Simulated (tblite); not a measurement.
# Run report: C$_{4}$H$_{5}$F$_{3}$OS$_{2}$Si, frequency calculation

C$_{4}$H$_{5}$F$_{3}$OS$_{2}$Si, SMILES O=C([SiH]1SCCS1)C(F)(F)F, computed with GFN2-xTB harmonic vibrations, gas phase (tblite 0.8.0).

It belongs to a series of runs on one base structure; here: H on Si replaced by COCF3.

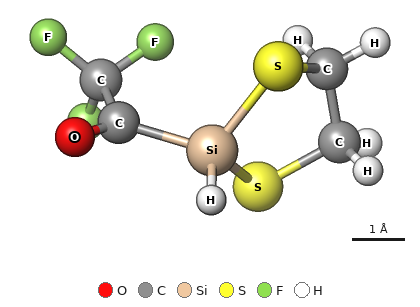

Fig. 1: The structure (ball-and-stick view, seen at a tilt).

The input
```
{"job": {"kind": "ir", "xc": "GFN2-xTB", "basis": "xTB"}, "charge": 0, "multiplicity": 1}
O      2.967577    -0.956672    -0.966356
C      2.097084    -0.527217    -0.265255
Si     0.249604    -0.894960    -0.615357
S     -0.838237    -1.359441     1.158805
C     -2.293840    -0.355913     0.684605
C     -1.865776     0.995225     0.166972
S     -0.812586     0.822008    -1.322544
C      2.442625     0.359631     0.953405
F      3.561217     1.064611     0.807878
F      1.448482     1.231305     1.198543
F      2.572021    -0.396632     2.051843
H      0.239536    -1.940167    -1.622837
H     -2.854317    -0.911793    -0.066150
H     -2.897155    -0.250868     1.585304
H     -2.728613     1.584691    -0.140067
H     -1.295221     1.545138     0.914766
```

The first line tells a small driver script what to run in tblite; the rest is the geometry in Å.

Run on 1 CPU thread, shared host.

Launched with:
```bash
OMP_NUM_THREADS=1 python <driver script> task.json out
```

Log
```
mode    cm-1     km/mol
  1      24.1      0.21
  2      39.6      0.16
  3      51.9      2.04
  4      75.9      1.37
  5      99.2      3.80
  6     167.9     19.66
  7     183.0      2.07
  8     229.8      3.87
  9     250.6      3.57
 10     283.7     25.56
 11     359.1     33.24
 12     413.5      2.85
 13     420.3     15.46
 14     437.4      9.17
 15     505.0     13.95
 16     528.0     25.77
 17     538.4     38.50
 18     540.2      7.39
 19     603.1    156.81
 20     652.9     61.04
 21     667.0     36.63
 22     685.2      5.76
 23     691.9     60.87
 24     850.2      5.60
 25     914.6     70.16
 26     934.4      1.05
 27    1035.0      1.11
 28    1055.1    262.63
 29    1079.8      0.86
 30    1093.6    198.63
 31    1135.6      0.20
 32    1151.5    151.09
 33    1226.7      9.51
 34    1254.2     10.78
 35    1428.3     10.81
 36    1439.4      3.12
 37    1776.0    236.81
 38    2359.2    157.35
 39    2990.0      1.97
 40    3001.9      6.46
 41    3005.4      1.17
 42    3008.7      0.34
```

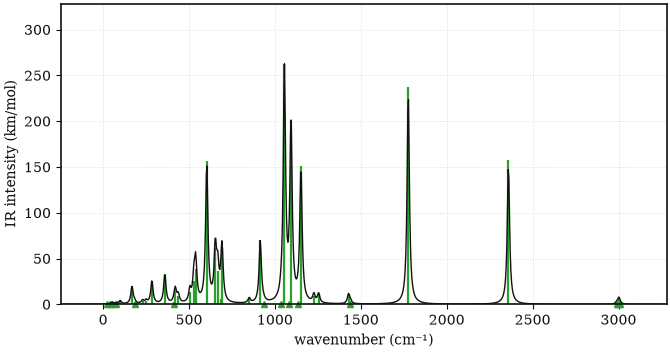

Fig. 2: Harmonic infrared spectrum, unscaled: sticks (degenerate modes added up, dark ones marked on the axis) with a Lorentzian envelope of 16 cm⁻¹ full width, scaled to the tallest stick. 42 modes from 24 to 3009 cm⁻¹, none imaginary. The strongest line is at 1055 cm⁻¹ (263 km/mol).

Key numbers

```json
{"quantity": "outcome", "value": "converged"}
{"quantity": "total energy", "value": "−1023.6403 eV"}
{"quantity": "zero-point energy", "value": "56.0210 kcal/mol"}
{"quantity": "wall time", "value": "1.1 s"}
{"quantity": "peak memory", "value": "0.18 GiB"}
```
